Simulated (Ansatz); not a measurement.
## SrO, pressure series

Start from SrO in the rock salt structure (space group Fm-3m, No. 225; a = 5.160 Å).

Cell and atoms are relaxed at each pressure.

The values are results of Kohn–Sham DFT with the r2SCAN functional, run in Ansatz (a program for electronic structure) with PAW and 500 eV plane waves, no SOC, not measurements.

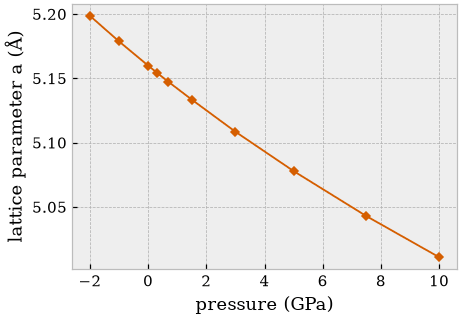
Figure. Lattice parameter a against pressure

Problem. From the plot, what is the lattice parameter a for pressure 1.5 GPa?

Solution. About 5.13 Å.

Problem. Is the trend monotonic over the range shown?

Solution. Yes, it falls throughout, spanning 5.011 Å to 5.199 Å.

Load acts through the strain it causes; cell and atoms are relaxed under it. No phonon test of stability was made. No other phases were tried under pressure.
